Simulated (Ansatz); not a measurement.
**LaAs2Pd2: densities and their differences**

Aim: see in LaAs2Pd2 how the density differs from that of free atoms, which states sit where, how expansion changes the bonding charge and how the density follows a moved atom. The geometry is as listed and is not relaxed.

Computed with Ansatz 0.2.0 (DFT PBEsol, scalar-relativistic, plane waves, PAW, unless a step's input says otherwise).

### 1 The structure to begin with

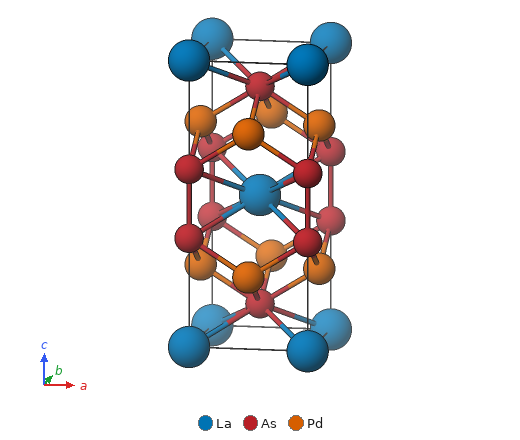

The starting structure, seen slightly off an axis (lanthanum blue, arsenic red, palladium orange). Atoms on the faces are drawn again on the opposite ones. The cell drawn here is the conventional one.

As a file:

```
La As Pd
1.0
     4.33019    0.00000    0.00000
     0.00000    4.33019    0.00000
    -2.16510   -2.16510    5.22146
La As Pd
1 2 2
Cartesian
  0.0000 0.0000 0.0000
  0.0000 0.0000 3.9639
  2.1651 2.1651 1.2575
  2.1651 0.0000 2.6107
  0.0000 2.1651 2.6107
```

The structure comes from the Materials Project (structure only).

### 2 Self-consistent density

Input file input.yaml:

```yaml
crystal:
  lattice:
    - [4.3301910836, 0.0, 0.0]
    - [0.0, 4.3301910836, 0.0]
    - [-2.1650955418, -2.1650955418, 5.2214648256]
  atoms:
    - { symbol: La, position: [0.0, 0.0, 0.0] }
    - { symbol: As, position: [0.37958106, 0.37958106, 0.75916212] }
    - { symbol: As, position: [0.62041894, 0.62041894, 0.24083788] }
    - { symbol: Pd, position: [0.75, 0.25, 0.5] }
    - { symbol: Pd, position: [0.25, 0.75, 0.5] }
basis:
  ecutwfc: 420
  fft_grid_basis: typed
kpoints:
  mp_grid: { grid: [8, 8, 8] }
hamiltonian:
  xc: pbesol
scf:
  occupations: { method: gaussian, width: 0.05 }
output:
  forces: true
  stress: true
  eigenvalues: true
  bader: true
  write_density: true
  volumetric_format: npy
  elf: true
```

Run with:

```console
> ansatz run input.yaml --threads 2 --pin off --max-ram 4096MiB --backend cpu --events-out ev --progress --plain --runs-dir out
```

Log, shortened:

```text
Warning: RAYON_NUM_THREADS=2 ignored (pool sized by the plan → 2); use --threads N
[...]
Pseudopotentials: kind: paw
Pseudopotential: La, paw, valence charge 11, recommended cutoff 420 eV (normal), La.paw.azcp
Pseudopotential: As, paw, valence charge 15, recommended cutoff 420 eV (normal), As.paw.azcp
Pseudopotential: Pd, paw, valence charge 18, recommended cutoff 420 eV (normal), Pd.paw.azcp
Functional definition: PBEsol
[...]
Crystal: 5 atoms, lattice volume = 97.905 Å³
Basis set: ecut = 420 eV, 1905 PW (Γ), exchange–correlation on 60×60×90 points (8 copies of the dense FFT grid, shifted against one another)
Bands: 47, of which v1, the nominal top of the filled ones, is band 39 counted from 1 (38 counted from 0)
Symmetry: 16 space group operations
Space group: I4/mmm (ITA 139), of the structure as read, at distance tolerance 4.6e-5 Å
k-points: 59 of 512
[...]
SCF iter   1: F=—  HF=-29605.310829 eV  |F-HF|=—  |Δ(HF+E_count)|=         —  Δρ=7.26e-3  dr2=6.14e-2  ethr=1.77e-3  ⟨swp⟩=5.9  Hψ=9512  notcnv=0
[...]
SCF iter   7: F=-29605.298829 eV  HF=-29605.298829 eV  |F-HF|=2.52e-8  |Δ(HF+E_count)|=   7.00e-9  Δρ=7.36e-6  dr2=6.01e-8  ethr=1.30e-10  ⟨swp⟩=9.1  Hψ=12033  notcnv=0
[...]
SCF converged after 7 iterations
Free energy (F): -29605.298829 eV
[...]
E sigma→0 (E₀):  -29605.298041 eV
Entropy (-TS):   -0.001576 eV (-0.315 meV/atom)
Fermi energy:    15.361537 eV
[...]
--- Forces (eV/Å), atoms counted from 1 ---
  atom   1  La    -0.00000000     0.00000000     0.00000000
  atom   2  As     0.00000000     0.00000000    -0.22003145
  atom   3  As     0.00000000     0.00000000     0.22003145
  atom   4  Pd     0.00000000     0.00000000    -0.00000000
  atom   5  Pd     0.00000000     0.00000000    -0.00000000
[...]
--- Stress (GPa, compression-positive) ---
       -3.765854       0.000000       0.000000
        0.000000      -3.765854       0.000000
        0.000000       0.000000      -3.082806
  P = ⅓ Tr σ = -3.5382 GPa (-35.382 kbar)
--- Band table (eV; the first three rows and the last of 59) ---
[...]
--- Bader charges: 5 sites ---
  site symbol  charge [e]  shift [e]
     0     La      1.5100     0.0000
     1     As     -0.3699     0.0005
     2     As     -0.3699     0.0005
     3     Pd     -0.3851     0.0005
     4     Pd     -0.3851     0.0005
  estimated error of the sums over rays = 7.0e-4 e
```

It took 23 s on 2 threads of Arm Neoverse V2, shared host; peak memory 0.53 GiB.

### 3 Density, ELF and deformation density

The maps below are laid out on this run's own conventional cell (a, b, c = 4.330, 4.330, 10.443 Å).

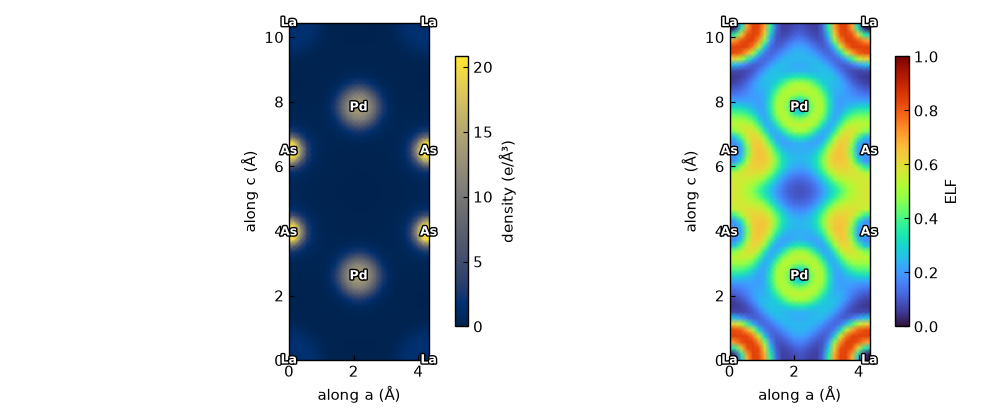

Density (left) and ELF (right) in a lattice plane of the grid's cell (edges 4.33 and 10.44 Å, at 0.000 of the third edge), which holds La and As and Pd. Only atoms in the plane are labelled; the density scale stops at 20.80 e/Å³. Both are smooth fields of the valence electrons: close to the nuclei they are not physical.

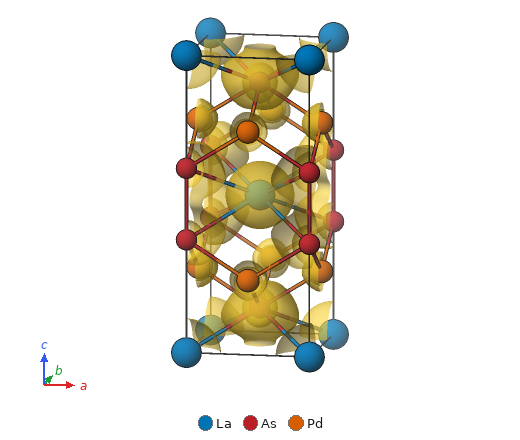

Surface of ELF = 0.52, drawn in one cell.

The highest ELF values outside the cores: 0.65 beside As, off the lines to its neighbours, 0.9 Å from As; 0.58 on the As–As line, 1.3 Å from As.

The reference for the deformation density is the superposition of neutral spherical atoms (taken from a run stopped after its first cycle, not shown).

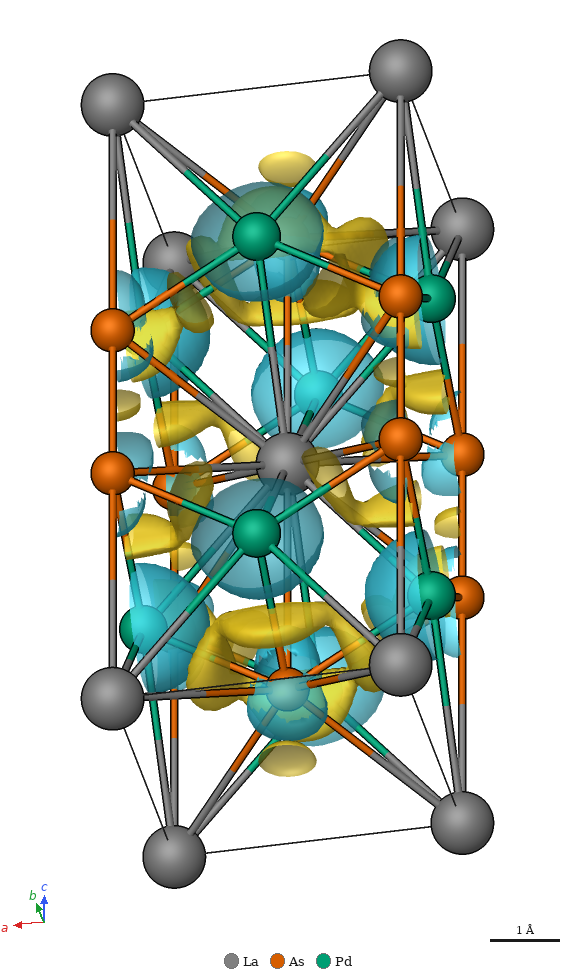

Bonding charge density, ρ(crystal) − Σ ρ(neutral atoms): yellow surfaces at +0.04 and cyan ones at −0.04 e/Å³, in the conventional cell seen at an oblique angle (the regions close to the nuclei are left out).

What does the deformation density say about the bonding?

As–As (2.52 Å): Δρ is +0.06 e/Å³ at the midpoint. As–Pd (2.55 Å): Δρ is +0.05 e/Å³ at the midpoint. As–La (3.31 Å): Δρ is about zero at the midpoint, with little build-up between the atoms. Outside the cores the largest gain is 0.06 e/Å³, 1.2 Å from an As nucleus, and the largest loss 0.07 e/Å³, at the edge of the Pd core regions. The rearranged charge, half the integral of |Δρ|, is about 0.24 e an atom. Bader charges: La +1.51, As −0.37 and Pd −0.39 e.

### 4 Energy-resolved densities and projections

The windows are set from the levels of the base run, in eV from its Fermi level.

input.yaml, as its differences from that of step 2:

```diff
@@ -20,9 +20,28 @@
   occupations: { method: gaussian, width: 0.05 }
+  n_extra_bands: 6
 output:
   forces: true
-  stress: true
+  stress: false
   eigenvalues: true
-  bader: true
-  write_density: true
+  bader: false
+  write_density: false
   volumetric_format: npy
-  elf: true
+  band_densities:
+    - { e_range: [-0.25, 0.25] }
+    - { e_range: [-1.2, 0.0] }
+    - { e_range: [0.0, 1.2] }
+    - { e_range: [-6.8, -4.52] }
+    - { e_range: [-4.52, -2.26] }
+    - { e_range: [-11.27, -10.5] }
+    - { e_range: [-13.17, -12.17] }
+  dos:
+    e_range: [-30, 8]
+    de: 0.02
+    method: { smearing: { sigma: 0.03, scheme: gaussian } }
+    projected: { site_lists: { As: [As], La: [La], Pd: [Pd] } }
+checkpoint:
+  read: start.run
+  write: ck
+  compress: false
+  write_wavefunctions: false
+  write_every: 100000
```

Run with:

```console
> ansatz run input.yaml --threads 2 --pin off --max-ram 4096MiB --backend cpu --events-out ev --progress --plain --runs-dir out
```

Log, shortened:

```text
Warning: RAYON_NUM_THREADS=2 ignored (pool sized by the plan → 2); use --threads N
La: projections on atomic orbitals take those of the free atom [Kr 4d10] 4f0 5s2 5p6 5d1 6s2, of charge +0.00 (hamiltonian.pseudopotentials.projection_atoms); the dataset's partial waves leave at most 1.9e-5 of an orbital's norm unspanned inside its sphere
scf.n_extra_bands = 6 over 39 filled bands (N_el = 77.0): the run solves 45 bands
[...]
[... 5 set-up lines as earlier in the session ...]
[...]
Crystal: 5 atoms, lattice volume = 97.905 Å³
[...]
  atom   1  La    -0.00000000     0.00000000     0.00000000
  atom   2  As     0.00000000     0.00000000    -0.22006671
  atom   3  As     0.00000000     0.00000000     0.22006671
  atom   4  Pd     0.00000000     0.00000000     0.00000000
  atom   5  Pd     0.00000000     0.00000000     0.00000000
[...]
--- Band table (eV; the first three rows and the last of 59) ---
[...]
--- Band densities, each state counted as filled ---
  window                                       electrons  max residual (eV)  cut levels
  e_range: [-0.25, 0.25]                        0.906250             2.6e-4           0
  e_range: [-1.2, 0]                            4.046875             2.3e-6           0
  e_range: [0, 1.2]                             2.835938             2.6e-4           0
  e_range: [-6.8, -4.52]                        6.640625             1.9e-6           0
  e_range: [-4.52, -2.26]                      15.355469             2.2e-6           0
  e_range: [-11.27, -10.5]                      2.000000             9.8e-7           0
  e_range: [-13.17, -12.17]                     2.000000             1.9e-6           0
```

It took 8.6 s on 2 threads of Arm Neoverse V2, shared host; peak memory 0.52 GiB.

```csv
window (eV from the Fermi level),what it holds,electrons a cell,main Löwdin character
−13.2 to −12.2 eV,a separate group of bands (semicore or deep states),2.00,As 4s (75 %)
−11.3 to −10.5 eV,a separate group of bands,2.00,"As 4s (75 %), As 4p (10 %) and Pd 4d (10 %)"
−6.8 to −4.5 eV,the lower third of the occupied valence band,6.64,As 4p (50 %) and Pd 4d (40 %)
−4.5 to −2.3 eV,the middle third of the occupied valence band,15.36,Pd 4d (80 %) and As 4p (15 %)
−1.2 to 0.0 eV,the filled states just under the Fermi level,4.05,"Pd 4d (50 %), As 4p (25 %) and La 5d (20 %)"
−0.25 to +0.25 eV,the states at the Fermi level,0.91,"As 4p (35 %), Pd 4d (30 %) and La 5d (25 %)"
0.0 to +1.2 eV,the empty states just over the Fermi level,2.84,"As 4p (30 %), La 5d (30 %) and La 4f (15 %)"
```

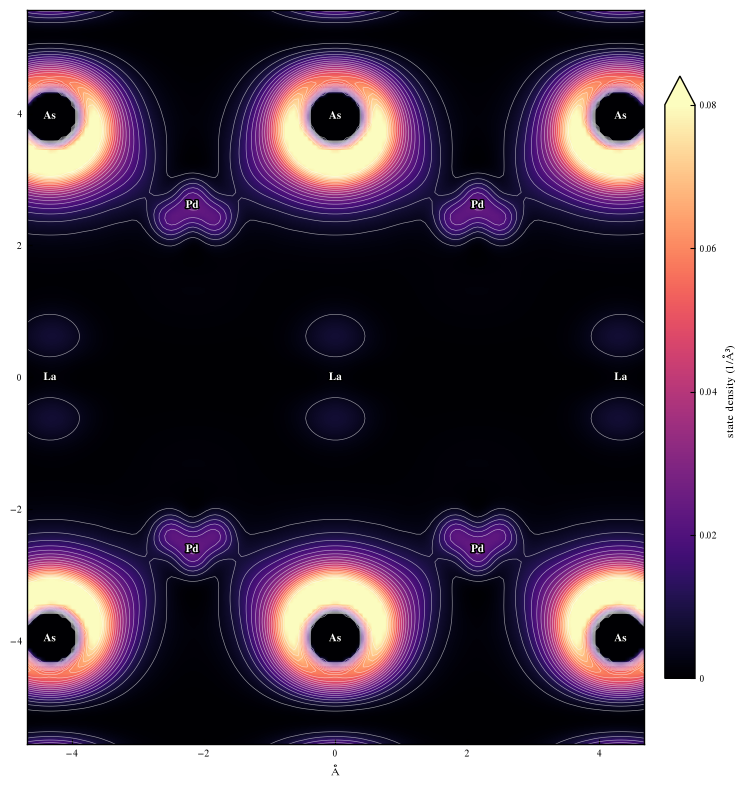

Density of the Kohn–Sham states from −11.3 to −10.5 eV about the Fermi level (a separate group of bands), scaled to one electron a cell: a map on the (010) plane of the conventional cell.

Describe these states.

Projected on a minimal set of atomic orbitals (Löwdin), they are As 4s (75 %), As 4p (10 %) and Pd 4d (10 %).
In space (atomic cells sized by Bader volumes) the density divides as As about 75 %, Pd about 20 % and La little.
It nearly vanishes midway along As–As contacts.
The group holds 2 electrons' worth of states (spin counted) in the cell of the calculation (5 atoms).

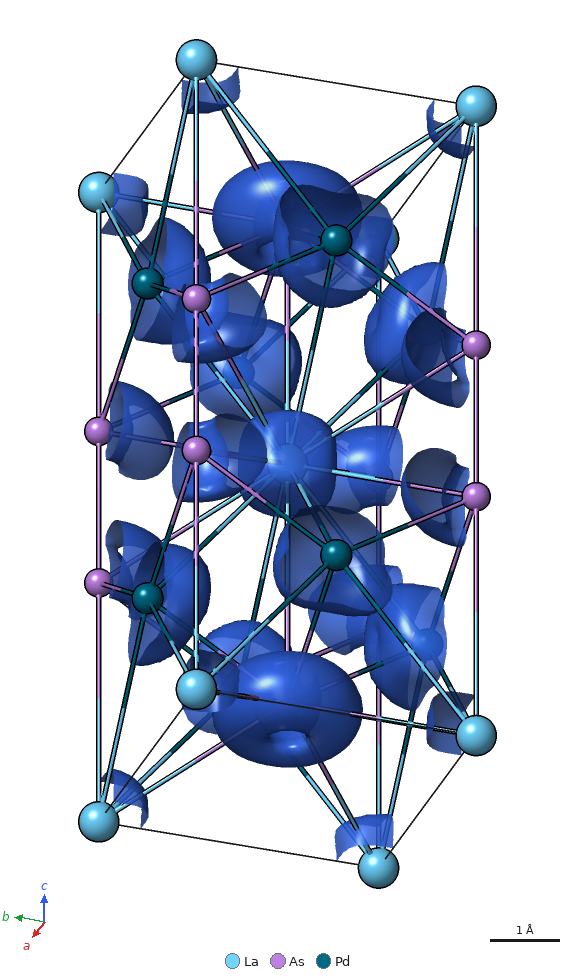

Density of the Kohn–Sham states from −0.25 to +0.25 eV about the Fermi level (the states at the Fermi level), scaled to one electron a cell: blue surface at 0.015 1/Å³, in the conventional cell seen at an oblique angle.

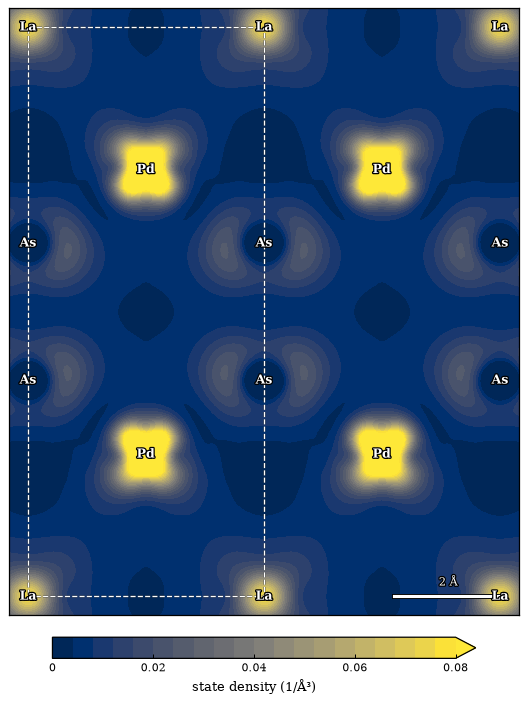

Also shown: a map on the (010) plane of the conventional cell.

Describe these states.

Projected on a minimal set of atomic orbitals (Löwdin), they are As 4p (35 %), Pd 4d (30 %) and La 5d (25 %). In space (atomic cells sized by Bader volumes) the density divides as Pd about 45 %, As about 35 % and La about 20 %.

(Part 1 of 2 ends here.)
